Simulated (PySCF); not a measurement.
# C2H4F4OSi: a tour of settings, part 2 of 2

PySCF 2.14.0. Atoms count from 0.

### 4 Ultraviolet spectrum: WP04/def2-SVPD

Job settings and geometry (Å):

```
{"job": {"kind": "uv", "xc": "WP04", "basis": "def2-SVPD", "nstates": 3, "ntriplets": 5, "tda": true, "grid": 0, "scf": {"max_cycle": 89}}, "charge": 0, "multiplicity": 1}
C     -1.947358     0.346816    -0.167367
O     -1.020155    -0.719176    -0.131628
Si     0.528137    -0.944601    -0.406540
F      0.949472    -0.655268    -1.925868
C      1.612380     0.345479     0.577157
F      1.137552     1.607299     0.457368
F      2.903468     0.397192     0.208324
F      1.619378     0.088901     1.903229
H     -2.134938     0.640798    -1.200336
H     -1.571382     1.204895     0.389637
H     -2.869750    -0.012449     0.287802
H      0.794394    -2.300573    -0.017805
```

With the program's defaults for keys left out, this is: TDA WP04/def2-SVPD, vertical, gas phase, core orbitals frozen in the response.

The program printed:

```text
final grid: 11712 points
cycle   1  E = -854.9635673321  dE =  1.133e+00  |g| = 1.589e+00  |ddm| = 5.091e+00
cycle   2  E = -853.8541968655  dE =  1.109e+00  |g| = 2.977e+00  |ddm| = 3.452e+00
cycle   3  E = -855.3803471809  dE = -1.526e+00  |g| = 1.971e-01  |ddm| = 2.353e+00
cycle   4  E = -855.3849296600  dE = -4.582e-03  |g| = 1.414e-01  |ddm| = 3.235e-01
cycle   5  E = -855.3882225911  dE = -3.293e-03  |g| = 3.510e-02  |ddm| = 1.273e-01
cycle   6  E = -855.3884570018  dE = -2.344e-04  |g| = 6.686e-03  |ddm| = 3.744e-02
cycle   7  E = -855.3884647919  dE = -7.790e-06  |g| = 1.902e-03  |ddm| = 8.265e-03
cycle   8  E = -855.3884653486  dE = -5.567e-07  |g| = 5.460e-04  |ddm| = 2.048e-03
cycle   9  E = -855.3884654015  dE = -5.291e-08  |g| = 1.043e-04  |ddm| = 1.003e-03
cycle  10  E = -855.3884654035  dE = -2.027e-09  |g| = 4.603e-05  |ddm| = 1.815e-04
cycle  11  E = -855.3884654038  dE = -3.256e-10  |g| = 1.268e-05  |ddm| = 4.436e-05
converged SCF energy = -855.3884654038

Static polarisability (au): isotropic 51.478, principal 46.956 50.259 57.219

Singlet excitations
state   eV       nm        f      main configurations
  1   8.3053    149.3   0.00277   H->L 0.97
  2   8.4981    145.9   0.01001   H->L+1 0.85, H-1->L 0.13
  3   8.6882    142.7   0.00870   H-1->L 0.63, H-1->L+1 0.28

Triplet excitations (Tamm-Dancoff, eV): 7.8806 8.0047 8.3156 8.4382 8.8627
```

Run time: 20 s. Hardware: 1 thread of AMD EPYC 7R13, shared host; peak memory 0.79 GiB.

The run ended normally, but its values are not to be used for the molecule: grid level 0 is too coarse. Its HOMO lies at -10.47 eV, against -7.46 eV in step 3 (OPBE/aug-cc-pVDZ), a different level, so the two don't compare directly.

### 5 Shielding tensors: PBE0/pcSseg-1

Settings changed since step 4:

```diff
@@ -1,2 +1,2 @@
-{"job": {"kind": "uv", "xc": "WP04", "basis": "def2-SVPD", "nstates": 3, "ntriplets": 5, "tda": true, "grid": 0, "scf": {"max_cycle": 89}}, "charge": 0, "multiplicity": 1}
+{"job": {"kind": "nmr", "xc": "PBE0", "basis": "pcSseg-1", "pop": false, "scf": {"aux": "def2-qzvpp-jkfit", "guess": "huckel"}}, "charge": 0, "multiplicity": 1}
 C     -1.947358     0.346816    -0.167367
```

Level: GIAO PBE0/pcSseg-1 NMR shielding, non-relativistic, gas phase.

The program printed:

```text
final grid: 113456 points
cycle   1  E = -837.4364881374  dE =  1.949e+00  |g| = 5.303e+00  |ddm| = 4.761e+00
cycle   2  E = -834.8260864780  dE =  2.610e+00  |g| = 5.714e+00  |ddm| = 9.155e+00
cycle   3  E = -841.9779838979  dE = -7.152e+00  |g| = 7.136e-01  |ddm| = 8.301e+00
cycle   4  E = -842.0192403633  dE = -4.126e-02  |g| = 5.832e-01  |ddm| = 9.472e-01
cycle   5  E = -842.0766198472  dE = -5.738e-02  |g| = 1.146e-01  |ddm| = 3.773e-01
cycle   6  E = -842.0785941856  dE = -1.974e-03  |g| = 3.574e-02  |ddm| = 7.530e-02
cycle   7  E = -842.0787923353  dE = -1.981e-04  |g| = 1.006e-02  |ddm| = 2.395e-02
cycle   8  E = -842.0788068299  dE = -1.449e-05  |g| = 3.408e-03  |ddm| = 7.124e-03
cycle   9  E = -842.0788086772  dE = -1.847e-06  |g| = 6.553e-04  |ddm| = 2.417e-03
cycle  10  E = -842.0788087589  dE = -8.167e-08  |g| = 1.534e-04  |ddm| = 5.649e-04
cycle  11  E = -842.0788087632  dE = -4.283e-09  |g| = 5.373e-05  |ddm| = 1.345e-04
cycle  12  E = -842.0788087636  dE = -3.854e-10  |g| = 2.696e-05  |ddm| = 4.344e-05
converged SCF energy = -842.0788087636

GIAO shielding tensors (ppm)
atom      isotropic    diamagn.    paramagn.     s11        s22        s33       span
  0 C      131.214     244.118    -112.904    103.701    105.013    184.927     81.225
  1 O      302.993     396.064     -93.071    244.182    313.516    351.282    107.100
  2 Si     401.127     878.846    -477.720    368.187    404.456    430.738     62.552
  3 F      337.977     469.355    -131.378    273.161    343.604    397.166    124.005
  4 C       51.694     249.470    -197.776     49.949     51.226     53.907      3.957
  5 F      248.952     476.387    -227.436    149.581    256.092    341.183    191.602
  6 F      250.340     471.246    -220.906    153.055    259.825    338.140    185.085
  7 F      251.235     474.218    -222.983    146.484    268.503    338.718    192.234
  8 H       27.503      28.601      -1.098     23.339     25.236     33.934     10.596
  9 H       27.414      30.160      -2.747     22.522     27.020     32.699     10.177
 10 H       27.565      27.667      -0.102     23.371     25.273     34.052     10.680
 11 H       27.354      28.803      -1.449     23.808     24.777     33.476      9.668
```

Run time: 14 s. Hardware: 1 thread of AMD EPYC 7R13, shared host; peak memory 0.69 GiB.

This run: δ C4 135.2, C0 55.7, O1 33.1, Si2 -52.0, H11 4.36, H8 4.22 ppm (means over like atoms).

### 6 Nuclear shieldings: PW91/pcSseg-1

Settings changed since step 5:

```diff
@@ -1,2 +1,2 @@
-{"job": {"kind": "nmr", "xc": "PBE0", "basis": "pcSseg-1", "pop": false, "scf": {"aux": "def2-qzvpp-jkfit", "guess": "huckel"}}, "charge": 0, "multiplicity": 1}
+{"job": {"kind": "nmr", "xc": "PW91", "basis": "pcSseg-1", "pop": true, "scf": {"guess": "vsap"}, "grid": 4}, "charge": 0, "multiplicity": 1}
 C     -1.947358     0.346816    -0.167367
```

With the program's defaults for keys left out, this is: GIAO PW91/pcSseg-1 NMR shielding, non-relativistic, gas phase.

The program printed:

```text
final grid: 292576 points
cycle   1  E = -839.3297504513  dE =  2.468e+00  |g| = 3.555e+00  |ddm| = 7.193e+00
cycle   2  E = -826.7089410180  dE =  1.262e+01  |g| = 8.531e+00  |ddm| = 8.380e+00
cycle   3  E = -841.1911517897  dE = -1.448e+01  |g| = 2.859e+00  |ddm| = 4.439e+00
cycle   4  E = -842.0622508028  dE = -8.711e-01  |g| = 1.752e+00  |ddm| = 2.166e+00
cycle   5  E = -842.5407539481  dE = -4.785e-01  |g| = 4.524e-01  |ddm| = 1.199e+00
cycle   6  E = -842.5735093346  dE = -3.276e-02  |g| = 2.549e-01  |ddm| = 4.510e-01
cycle   7  E = -842.5838032228  dE = -1.029e-02  |g| = 7.008e-02  |ddm| = 1.760e-01
cycle   8  E = -842.5845231004  dE = -7.199e-04  |g| = 3.208e-02  |ddm| = 6.401e-02
cycle   9  E = -842.5846851165  dE = -1.620e-04  |g| = 7.917e-03  |ddm| = 2.253e-02
cycle  10  E = -842.5846955240  dE = -1.041e-05  |g| = 2.968e-03  |ddm| = 6.093e-03
cycle  11  E = -842.5846969797  dE = -1.456e-06  |g| = 6.757e-04  |ddm| = 2.300e-03
cycle  12  E = -842.5846970532  dE = -7.346e-08  |g| = 2.939e-04  |ddm| = 5.726e-04
cycle  13  E = -842.5846970665  dE = -1.331e-08  |g| = 4.356e-05  |ddm| = 1.780e-04
cycle  14  E = -842.5846970667  dE = -2.283e-10  |g| = 2.108e-05  |ddm| = 4.651e-05
converged SCF energy = -842.5846970667

GIAO shielding tensors (ppm)
atom      isotropic    diamagn.    paramagn.     s11        s22        s33       span
  0 C      124.399     244.150    -119.752     95.587     96.988    180.621     85.034
  1 O      287.925     395.802    -107.877    226.890    297.010    339.874    112.984
  2 Si     385.207     880.290    -495.083    349.727    392.348    413.547     63.820
  3 F      321.849     469.463    -147.613    252.537    329.306    383.705    131.168
  4 C       40.590     250.207    -209.617     37.617     40.869     43.283      5.666
  5 F      227.846     476.935    -249.089    130.699    229.754    323.086    192.388
  6 F      228.982     471.813    -242.831    134.835    233.818    318.294    183.459
  7 F      230.247     474.788    -244.541    127.560    244.463    318.718    191.158
  8 H       27.344      28.711      -1.367     23.274     25.024     33.733     10.459
  9 H       27.241      30.412      -3.171     22.490     26.681     32.552     10.062
 10 H       27.469      27.728      -0.259     23.398     25.230     33.778     10.380
 11 H       27.152      29.049      -1.897     23.636     24.593     33.228      9.592
```

Wall time 44 s (1 thread of AMD EPYC 7R13, shared host); peak memory 0.67 GiB.

In short: δ C4 140.9, C0 57.1, O1 48.2, Si2 -57.3, H11 4.50, H8 4.30 ppm (means over like atoms).

### 7 Side by side: NMR shifts

Shifts (ppm) of some atoms, chosen among heavy atoms and hydrogens apart, means over like atoms, with basis size and wall time:

| run | C4 | H11 | H8 | O1 | Si2 | F5 | F3 | functions | time |
| --- | --- | --- | --- | --- | --- | --- | --- | --- | --- |
| OPBE/aug-cc-pVDZ | 130.1 | 5.04 | 4.20 | 35.5 | -38.4 | -82.1 | -178.3 | 224 | 53 s |
| PBE0/pcSseg-1 | 135.2 | 4.36 | 4.22 | 33.1 | -52.0 | -79.2 | -167.0 | 163 | 14 s |
| PW91/pcSseg-1 | 140.9 | 4.50 | 4.30 | 48.2 | -57.3 | -91.6 | -184.4 | 163 | 44 s |

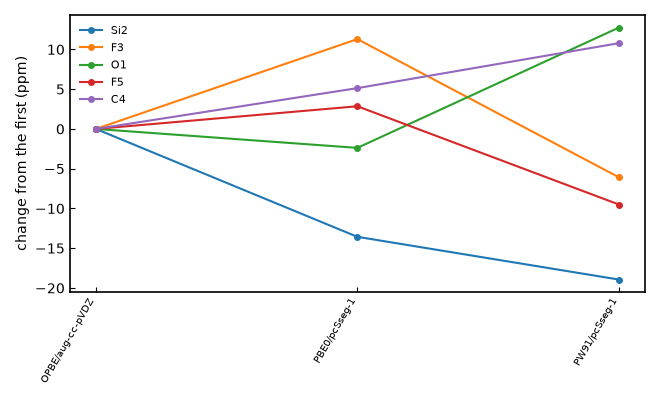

How five of the tabulated atoms move from run to run.

### 8 Summary of results

This closing draws on all 2 parts.

```
                                                                    quantity                                            value
                              largest coupling of the table (mPW1PW91/6-31G)                        1J(Si,F) Si2–F3, 402.8 Hz
                                   13C shifts against TMS (OPBE/aug-cc-pVDZ)                                  130.1, 53.3 ppm
   1H shifts against TMS (OPBE/aug-cc-pVDZ, means over atoms taken as alike)                                   5.04, 4.20 ppm
                                   17O shifts against H2O (OPBE/aug-cc-pVDZ)                                         35.5 ppm
                                  29Si shifts against TMS (OPBE/aug-cc-pVDZ)                                        -38.4 ppm
19F shifts against CFCl3 (OPBE/aug-cc-pVDZ, means over atoms taken as alike)                                -82.1, -178.3 ppm
  potential on the surface of density 0.002 e/bohr³, 1st and 99th percentile                               -0.60 V and 1.48 V
                                                   range of the shift of Si2                               -57.3 to -38.4 ppm
                                               property runs in this session  5, of which 0 failed and 1 gave unsound results
```

In words: Single values in the summary come from the first sound run of each kind (mPW1PW91/6-31G; OPBE/aug-cc-pVDZ), which need not be the best level. Of the pairs tabulated at mPW1PW91/6-31G, Si2–F3 couples most strongly (402.8 Hz; Fermi contact 332.1 Hz). Couplings across rotatable bonds belong to this one conformer; where others are populated, the observed values are averages. Density functionals describe couplings to fluorine poorly, F–F couplings above all, so those rows are rough. At OPBE/aug-cc-pVDZ: The widest tensor belongs to F5, F6, F7: span 172 ppm, with a paramagnetic part of -223 ppm. At OPBE/aug-cc-pVDZ, counted by nearest atom on the grid, the HOMO lies on O1 35 %; C4 16 %, the LUMO on H8 21 %; F3 18 %. In ppm, Si2 moves most: its shift spreads over 18.9 ppm, from -57.3 (PW91/pcSseg-1) to -38.4 (OPBE/aug-cc-pVDZ). Couplings from bases without tight functions are rough.
